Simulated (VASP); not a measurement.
Band structure of WB (relaxed from the rock salt structure, space group Fm-3m). Computed with PBE GGA, VASP's PBE PAW potentials (set 64) (plane waves; VASP).

Unless said otherwise, spin-orbit coupling is left out, though it shifts the bands of the heavy elements here.

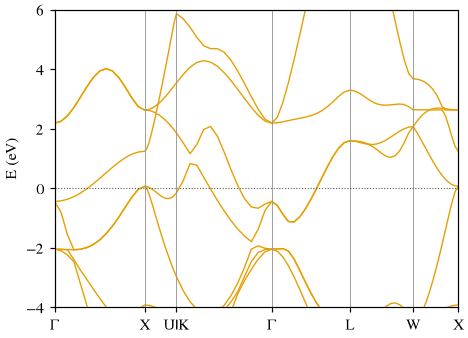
Figure. Bands along high-symmetry lines, zero at the valence-band maximum or, without a gap, the Fermi level

**Question.** Read the plot: is there a gap, and where are the band edges?

**Answer.** It has no gap at this level: it comes out as a metal or semimetal. (Edges off the drawn lines would not show.)

The structure was generated: WB was put into the rock salt type (Fm-3m), which need not be its known phase. It was relaxed first, which changed the volume by -40 %. The electron count is odd and the run is not spin-polarised, which forces a metal.
